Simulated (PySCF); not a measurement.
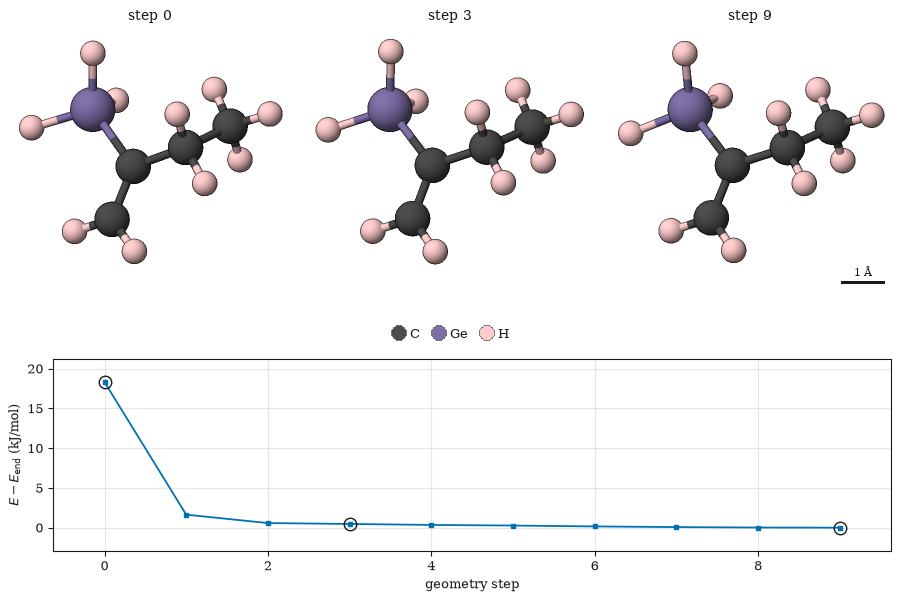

Frames of a relaxation of C₄H₁₀Ge, marked on the history of the run. The picture is a ball-and-stick view, seen at a tilt.

The start comes from GFN2-xTB. Its atoms were then displaced at random by about 0.01 Å.

All numbers below come from PBE0-D3(BJ)/def2-SVP geometry optimisation, gas phase (PySCF). 

> Describe the path.

The atom that moves furthest after the best rigid fit is an H atom (0.23 Å). Largest moves by element: H 0.23 Å, C 0.06 Å, Ge 0.06 Å. Among the contacts that change: Ge–H 1.472 → 1.543 Å, C–H 1.053 → 1.094 Å, Ge–H 1.503 → 1.542 Å, C–C 1.468 → 1.505 Å. Bond angles that change, for instance: H–Ge–H 105.4° → 108.9°, C–C–H 111.3° → 108.7°, Ge–C–C 116.2° → 118.7°. Over 9 geometry steps the energy falls by 18.3 kJ/mol. Cost: 82 s on 1 thread of Arm Neoverse V1, on a shared host. From step 0 to 3: an H atom moves most (0.10 Å), energy −17.8 kJ/mol. From step 3 to 9: an H atom moves most (0.18 Å), energy −0.47 kJ/mol.
